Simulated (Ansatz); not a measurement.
# Nudged elastic band of C$_{2}$H$_{9}$B$_{2}$N (part 2 of 2)

The same run, continued: C$_{2}$H$_{9}$B$_{2}$N, SMILES BN(C)BC; RKS B3LYP-D4/6-31G (Ansatz 0.2.0). It belongs to a series of runs on one base structure; here: band between the two ends.

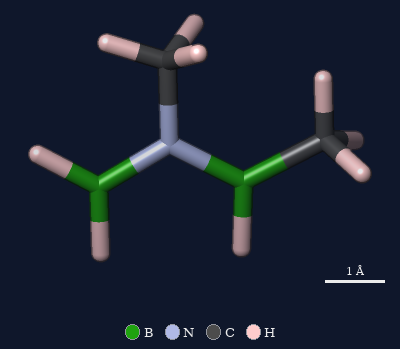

*The input geometry (stick view, seen at a tilt).*

The last band as extended XYZ, continued
```
14
Properties=species:S:1:pos:R:3:forces:R:3 image=3 energy=-5064.49780
B    -0.6621    1.3694    1.4557   -0.0190  -0.0054   0.0013
N    -0.2769    0.4987    0.3926    0.0019  -0.0085   0.0071
C    -0.7339    0.7770   -0.9948   -0.0032  -0.0030   0.0118
B     0.5566   -0.6573    0.6446    0.0223   0.0050  -0.0123
C     1.0110   -1.6210   -0.5108    0.0011  -0.0136  -0.0053
H    -1.3461    2.3218    1.2199    0.0046   0.0023   0.0000
H    -0.3004    1.1330    2.5650    0.0081   0.0049  -0.0018
H    -1.3911   -0.0224   -1.3540    0.0072   0.0042  -0.0035
H    -1.2837    1.7191   -1.0210   -0.0027  -0.0013  -0.0039
H     0.1191    0.8476   -1.6769    0.0015   0.0030  -0.0057
H     0.8972   -0.8295    1.7757   -0.0075   0.0007   0.0033
H     1.5430   -2.5013   -0.1385   -0.0061  -0.0013   0.0085
H     1.6892   -1.0980   -1.2052   -0.0040   0.0109   0.0010
H     0.1651   -1.9664   -1.1235   -0.0040   0.0021  -0.0005
14
Properties=species:S:1:pos:R:3:forces:R:3 image=4 energy=-5064.49793
B    -0.6430    1.3857    1.4464    0.0125   0.0092  -0.0052
N    -0.2828    0.5035    0.3836    0.0009  -0.0026   0.0053
C    -0.7855    0.7609   -0.9925    0.0049   0.0015   0.0019
B     0.5709   -0.6389    0.6276   -0.0051  -0.0046   0.0018
C     1.0140   -1.6293   -0.5074    0.0052  -0.0198  -0.0109
H    -1.3475    2.3253    1.2205   -0.0059  -0.0033   0.0009
H    -0.2330    1.1760    2.5442   -0.0048  -0.0029   0.0013
H    -1.4109   -0.0679   -1.3396   -0.0041   0.0001  -0.0008
H    -1.3804    1.6755   -1.0027   -0.0001   0.0001  -0.0022
H     0.0474    0.8756   -1.6937   -0.0024  -0.0027   0.0011
H     0.9586   -0.7805    1.7482    0.0006   0.0040  -0.0001
H     1.2945   -2.6092   -0.1061   -0.0025   0.0034   0.0059
H     1.9161   -1.2279   -1.0007    0.0039   0.0078  -0.0009
H     0.2689   -1.7781   -1.2990   -0.0031   0.0099   0.0019
14
Properties=species:S:1:pos:R:3:forces:R:3 image=5 energy=-5064.50003
B    -0.6125    1.4091    1.4343    0.0015   0.0026  -0.0004
N    -0.2796    0.5154    0.3719   -0.0016  -0.0001  -0.0035
C    -0.8438    0.7424   -0.9862   -0.0005   0.0001   0.0014
B     0.6013   -0.6083    0.6020   -0.0003  -0.0030   0.0023
C     1.0269   -1.6304   -0.5099    0.0037   0.0043   0.0073
H    -1.3432    2.3319    1.2225   -0.0001  -0.0019  -0.0001
H    -0.1574    1.2234    2.5185    0.0000   0.0002   0.0008
H    -1.4708   -0.1007   -1.2929    0.0001  -0.0002   0.0003
H    -1.4529    1.6477   -0.9848   -0.0006  -0.0005   0.0006
H    -0.0438    0.8592   -1.7237   -0.0006   0.0000  -0.0005
H     1.0330   -0.7246    1.7100    0.0002   0.0014  -0.0001
H     1.0233   -2.6542   -0.1129   -0.0029  -0.0007  -0.0026
H     2.0744   -1.4288   -0.7906    0.0000  -0.0030  -0.0011
H     0.4321   -1.6115   -1.4292    0.0010   0.0007  -0.0044
14
Properties=species:S:1:pos:R:3:forces:R:3 image=6 energy=-5064.50112
B    -0.5808    1.4290    1.4270   -0.0009   0.0010   0.0015
N    -0.2695    0.5251    0.3666   -0.0052   0.0040  -0.0038
C    -0.8920    0.7173   -0.9714    0.0007   0.0009   0.0020
B     0.6442   -0.5749    0.5804    0.0118  -0.0081   0.0064
C     1.0442   -1.6191   -0.5200    0.0049  -0.0043   0.0063
H    -1.3394    2.3322    1.2291    0.0011  -0.0008  -0.0001
H    -0.0803    1.2714    2.4956   -0.0003  -0.0002  -0.0008
H    -1.4748   -0.1633   -1.2587   -0.0010  -0.0004  -0.0004
H    -1.5559    1.5828   -0.9470   -0.0005   0.0007   0.0003
H    -0.1265    0.8848   -1.7356    0.0010  -0.0006  -0.0008
H     1.1065   -0.6746    1.6781   -0.0051   0.0020  -0.0061
H     0.7433   -2.6258   -0.1891    0.0029   0.0076  -0.0058
H     2.1405   -1.6612   -0.6072   -0.0116   0.0005  -0.0023
H     0.6276   -1.4531   -1.5188    0.0021  -0.0023   0.0037
```

The run was set up as follows.

The input
```yaml
crystal:
  periodic: [false, false, false]
  atoms:
    - { symbol: B, position_ang: [-0.627987, 1.396222, 1.439284] }
    - { symbol: "N", position_ang: [-0.271047, 0.524142, 0.366782] }
    - { symbol: C, position_ang: [-0.750477, 0.816903, -1.011402] }
    - { symbol: B, position_ang: [0.552353, -0.640225, 0.607423] }
    - { symbol: C, position_ang: [0.989673, -1.657954, -0.503324] }
    - { symbol: H, position_ang: [-1.312149, 2.352178, 1.219714] }
    - { symbol: H, position_ang: [-0.238433, 1.160033, 2.539063] }
    - { symbol: H, position_ang: [-1.357613, -0.008833, -1.395166] }
    - { symbol: H, position_ang: [-1.358021, 1.723224, -1.004272] }
    - { symbol: H, position_ang: [0.093169, 0.966397, -1.692466] }
    - { symbol: H, position_ang: [0.903784, -0.816334, 1.73565] }
    - { symbol: H, position_ang: [2.085055, -1.761905, -0.498102] }
    - { symbol: H, position_ang: [0.673684, -1.424945, -1.525304] }
    - { symbol: H, position_ang: [0.605109, -2.658203, -0.24898] }
basis:
  gaussian: { orbitals: "6-31G" }
hamiltonian:
  xc: b3lyp
  dispersion: d4
neb:
  order_check: false
  images: 5
  f_tol: 0.05
  max_iterations: 41
  final_atoms:
    - { symbol: B, position_ang: [-0.58075475, 1.42898945, 1.42695071] }
    - { symbol: "N", position_ang: [-0.2695033, 0.52511039, 0.36660338] }
    - { symbol: C, position_ang: [-0.89196705, 0.71730083, -0.971433] }
    - { symbol: B, position_ang: [0.64418188, -0.57489663, 0.58038557] }
    - { symbol: C, position_ang: [1.04419088, -1.61907362, -0.52003348] }
    - { symbol: H, position_ang: [-1.3393691, 2.33217508, 1.22914155] }
    - { symbol: H, position_ang: [-0.08034028, 1.27140802, 2.49557994] }
    - { symbol: H, position_ang: [-1.47481918, -0.16329394, -1.25867372] }
    - { symbol: H, position_ang: [-1.55586448, 1.58283492, -0.94696039] }
    - { symbol: H, position_ang: [-0.12653341, 0.88481792, -1.73557189] }
    - { symbol: H, position_ang: [1.10648367, -0.67456949, 1.67813871] }
    - { symbol: H, position_ang: [0.74334781, -2.62579586, -0.18914575] }
    - { symbol: H, position_ang: [2.1404791, -1.66116547, -0.60723355] }
    - { symbol: H, position_ang: [0.62756821, -1.4531416, -1.51884808] }
  initial_path:
    images:
      - { positions_ang: [[-0.627987, 1.396222, 1.439284], [-0.271047, 0.524142, 0.366782], [-0.750477, 0.816903, -1.011402], [0.552353, -0.640225, 0.607423], [0.989673, -1.657954, -0.503324], [-1.312149, 2.352178, 1.219714], [-0.238433, 1.160033, 2.539063], [-1.357613, -0.008833, -1.395166], [-1.358021, 1.723224, -1.004272], [0.093169, 0.966397, -1.692466], [0.903784, -0.816334, 1.73565], [2.085055, -1.761905, -0.498102], [0.673684, -1.424945, -1.525304], [0.605109, -2.658203, -0.24898]] }
      - { positions_ang: [[-0.416731, 1.39015084, 1.32815257], [-0.46513458, 0.43014344, 0.42357707], [-0.95559909, 0.72456086, -0.95148068], [0.39647624, -0.76532377, 0.59203803], [1.1105563, -1.50099532, -0.43977054], [-0.56931081, 2.18006127, 0.98787141], [-0.27449715, 1.41921176, 2.39555101], [-1.53138391, -0.10736893, -1.33538091], [-1.57884188, 1.62498475, -0.91956298], [-0.10412341, 0.89853571, -1.62713216], [0.4863169, -1.19012079, 1.57337449], [1.97302904, -1.9197289, -0.36632738], [1.1505549, -1.08587643, -1.01612624], [0.76578847, -2.12753447, -0.61588369]] }
      - { positions_ang: [[-0.20547499, 1.38407968, 1.21702115], [-0.65922215, 0.33614487, 0.48037214], [-1.16072118, 0.63221872, -0.89155936], [0.24059947, -0.89042255, 0.57665307], [1.23143961, -1.34403665, -0.37621709], [0.17352738, 2.00794455, 0.75602882], [-0.31056131, 1.67839052, 2.25203903], [-1.70515483, -0.20590487, -1.27559582], [-1.79966277, 1.52674549, -0.83485396], [-0.30141583, 0.83067441, -1.56179833], [0.06884979, -1.56390759, 1.41109897], [1.86100308, -2.0775528, -0.23455276], [1.62742579, -0.74680785, -0.50694848], [0.92646793, -1.59686594, -0.98278739]] }
      - { positions_ang: [[0.00578101, 1.37800852, 1.10588972], [-0.85330973, 0.24214631, 0.53716721], [-1.36584327, 0.53987657, -0.83163803], [0.08472271, -1.01552132, 0.5612681], [1.35232291, -1.18707797, -0.31266363], [0.91636557, 1.83582782, 0.52418623], [-0.34662546, 1.93756929, 2.10852704], [-1.87892574, -0.3044408, -1.21581073], [-2.02048365, 1.42850624, -0.75014494], [-0.49870824, 0.76281312, -1.49646449], [-0.34861731, -1.93769438, 1.24882346], [1.74897711, -2.2353767, -0.10277814], [2.10429669, -0.40773928, 0.00222928], [1.0871474, -1.06619741, -1.34969108]] }
      - { positions_ang: [[-0.18973091, 1.39500217, 1.21291005], [-0.65870758, 0.33646767, 0.4803126], [-1.20788453, 0.59901799, -0.87823635], [0.2712091, -0.86864643, 0.56764059], [1.24961224, -1.33107652, -0.38178691], [0.16445402, 2.00127691, 0.75917134], [-0.25786373, 1.71551553, 2.23754468], [-1.74422356, -0.25739185, -1.23009839], [-1.86561059, 1.47994913, -0.81575009], [-0.37464997, 0.80348138, -1.57616696], [0.13641635, -1.51665275, 1.39192854], [1.41376735, -2.36551642, -0.13156734], [2.11635749, -0.82554801, -0.200925], [0.93395433, -1.19517881, -1.40607675]] }
      - { positions_ang: [[-0.38524283, 1.41199581, 1.31993038], [-0.46410544, 0.43078903, 0.42345799], [-1.04992579, 0.65815941, -0.92483468], [0.45769549, -0.72177153, 0.57401308], [1.14690156, -1.47507507, -0.4509102], [-0.58745754, 2.166726, 0.99415644], [-0.169102, 1.49346178, 2.36656231], [-1.60952137, -0.21034289, -1.24438605], [-1.71073754, 1.53139202, -0.88135524], [-0.25059169, 0.84414965, -1.65586942], [0.62145001, -1.09561112, 1.53503363], [1.07855758, -2.49565614, -0.16035655], [2.1284183, -1.24335674, -0.40407928], [0.78076127, -1.32416021, -1.46246241]] }
      - { positions_ang: [[-0.58075475, 1.42898945, 1.42695071], [-0.2695033, 0.52511039, 0.36660338], [-0.89196705, 0.71730083, -0.971433], [0.64418188, -0.57489663, 0.58038557], [1.04419088, -1.61907362, -0.52003348], [-1.3393691, 2.33217508, 1.22914155], [-0.08034028, 1.27140802, 2.49557994], [-1.47481918, -0.16329394, -1.25867372], [-1.55586448, 1.58283492, -0.94696039], [-0.12653341, 0.88481792, -1.73557189], [1.10648367, -0.67456949, 1.67813871], [0.74334781, -2.62579586, -0.18914575], [2.1404791, -1.66116547, -0.60723355], [0.62756821, -1.4531416, -1.51884808]] }
```

Run as:
```bash
ansatz run input.yaml --threads 1 --pin off --max-ram 2048MiB --backend cpu --events-out ev --progress --plain --runs-dir out
```

Key numbers

```csv
quantity,value
outcome,converged
"barrier, forward",0.003 eV
"barrier, backward",0.003 eV
hardware,"1 thread of AMD EPYC (Zen 3), 32 GiB of memory available, shared host"
wall time,15 min
peak memory,0.16 GiB
```

Remarks

The order of the saddle point was not checked.
